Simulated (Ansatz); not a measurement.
```tsv
atom	x (Å)	y (Å)	z (Å)
B	-0.6512	-0.5497	-0.3863
S	0.8255	-0.7081	-1.4861
H	-0.9620	-1.6045	0.1449
H	-1.5521	0.2082	-0.7060
H	0.5478	1.7446	1.0834
Se	-0.1251	0.5307	1.6191
H	0.7220	0.4892	-2.1289
H	1.1952	-0.1106	1.8597
```

The calculation used UKS PBE/def2-SVP (Ansatz 0.2.0).

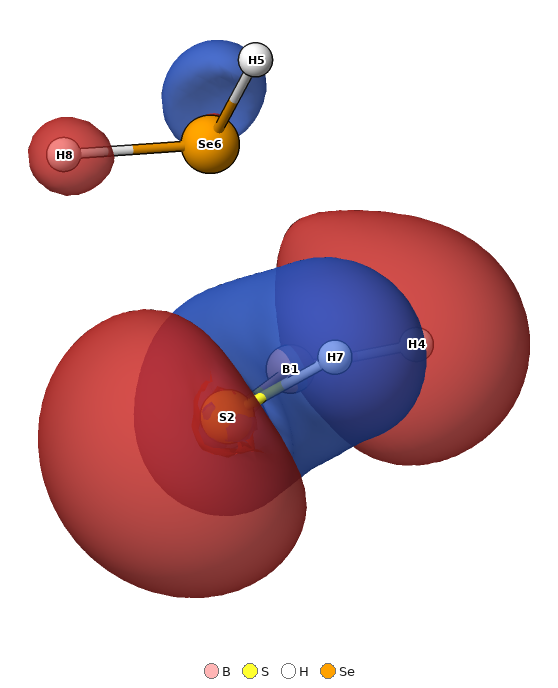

BH3S···H2Se. The HOMO−1 at ±0.08 Å⁻³ᐟ² (red and blue are the two phases), seen at an oblique angle.

Describe this orbital and give its energy.

By Hirshfeld shares it lies mainly on S2 (about 50 %), B1 (about 20 %) and H4 (about 15 %). Its energy is −6.90 eV.
